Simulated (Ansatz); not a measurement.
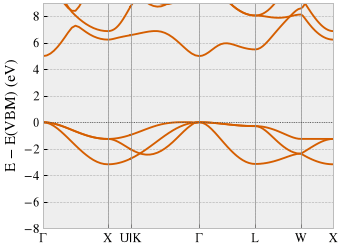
Figure. Band structure from plane-wave PAW PBEsol (Ansatz code)

Question: Read off the gap and where the band edges lie.

Answer: About 5.0 eV (4.98 eV by a search for the band edges); maximum on the K–Γ line, 78 % of the way from K, minimum at Γ.

The material is LiBr (rock salt, Fm-3m).

The cell was relaxed with PBEsol under the symmetry of its start. Spin–orbit coupling is left out wherever it is not named.

Potentials: the later of the program's two PAW sets.
